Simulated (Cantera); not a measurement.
A closed system holds: 1 mol SiC, 0.088 mol CO2, 5.1 mol H2, at 0.360 bar.

Equilibrium computed with Cantera from the NASA thermochemical tables; the gas is ideal and each condensed phase is pure. Candidate condensed phases: C, C6H6, C7H8, C8H18, H2O, Si, SiC, SiO2; 123 gas species. Mutual solubility and eutectic melting of coexisting phases are not modelled. The tables hold silica as quartz up to 1696 K and as liquid above; real silica turns to tridymite and cristobalite and melts near 1996 K. Gases not in the tables: Si2H6 and higher silanes. Rates play no part.

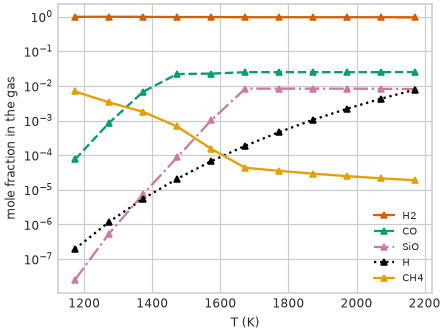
Figure: Equilibrium gas composition (values under 1e-9 drawn at 1e-9)

Question: Read off the mole fractions at 1473 K.

Answer: H2 about 0.98, CO about 0.022, CH4 about 0.00067, SiO about 8.6e-5, H about 2.1e-5.
